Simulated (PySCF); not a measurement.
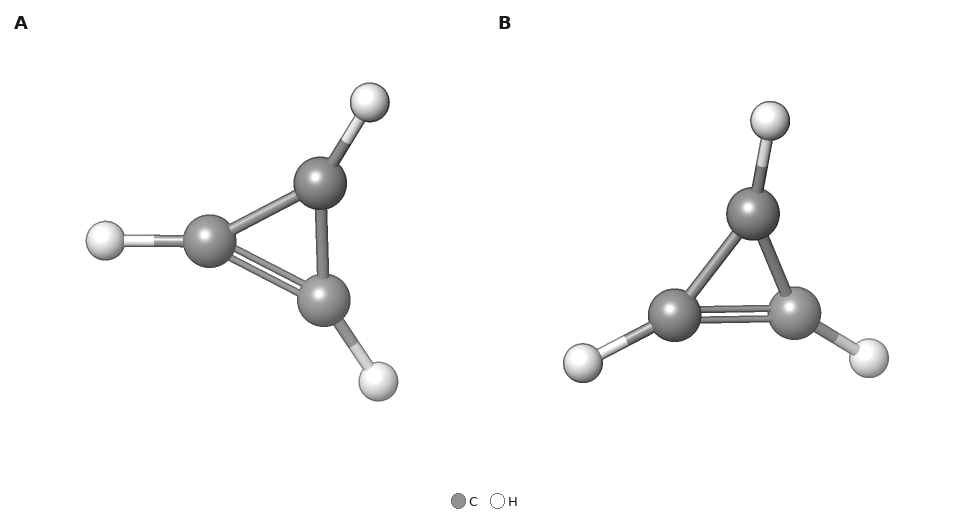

Distant atoms are faded towards the background colour. Charge +1, singlet. The geometry was computed by an optimisation with PBE0-D3(BJ)/def2-SVP. No frequency run is at hand to confirm it as a minimum.

Are A and B the same structure? If not, how do they differ?

Yes. They are the same structure, C3H3 (charge +1) (c1c[cH+]1), seen from two directions. With point group D3h it is achiral, so its mirror image would be the same too.
